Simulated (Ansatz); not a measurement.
# CClF₂NSi: small, medium and large basis sets

Aim: see how fast density functionals converge with the basis set for CClF₂NSi.

Method: one geometry, several basis sets; program: Ansatz 0.2.0, Gaussian basis.

The runs, in order: PBE0-D4/def2-SVP; ωB97M-V/def2-SVP; PBE0-D4/def2-QZVPP; ωB97M-V/def2-QZVPP; the functionals' def2-TZVPP values are taken from earlier runs.

**1. The relaxed structure**

An earlier PBE0-D4 in a triple-zeta def2 set relaxation fixed the geometry.

6 atoms, charge 0, spin multiplicity 1.

Atoms are counted from 1 here; the program's logs count them from 0.

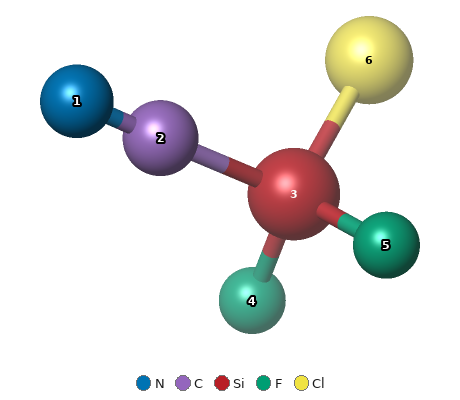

The geometry (nitrogen blue, carbon purple, silicon red, fluorine teal, chlorine yellow); atoms are numbered from 1 in the order of the file.

**2. PBE0-D4 in def2-SVP**

The input, in.yaml:

```yaml
crystal:
  periodic: [false, false, false]
  atoms:
    - {symbol: N, position_ang: [1.925378, -1.092185, 1.077400]}
    - {symbol: C, position_ang: [1.030126, -0.609278, 0.539955]}
    - {symbol: Si, position_ang: [-0.394400, 0.176655, -0.290268]}
    - {symbol: F, position_ang: [-1.487869, -0.920276, -0.527742]}
    - {symbol: F, position_ang: [0.087632, 0.719228, -1.679004]}
    - {symbol: Cl, position_ang: [-1.118867, 1.661857, 0.833359]}
basis:
  gaussian: {orbitals: def2-SVP}
hamiltonian: {xc: pbe0, dispersion: d4}
output: {orbitals: {seedname: orbitals}}
```

The runs that follow: ωB97M-V in def2-SVP; PBE0-D4 in def2-QZVPP; ωB97M-V in def2-QZVPP.

Q: Predict the results of all the runs planned. Wanted: PBE0-D4: double and triple zeta above quadruple; ωB97M-V: double and triple zeta above quadruple.

The runs gave:

| quantity | value |
| --- | --- |
| PBE0-D4: double and triple zeta above quadruple | 18.37, 1.08 eV |
| ωB97M-V: double and triple zeta above quadruple | 18.42, 1.00 eV |

In words: PBE0-D4 gains 17.29 eV from double to triple zeta, then 1.08 eV more. Total energies overstate the basis error of differences, where much of it tends to cancel.
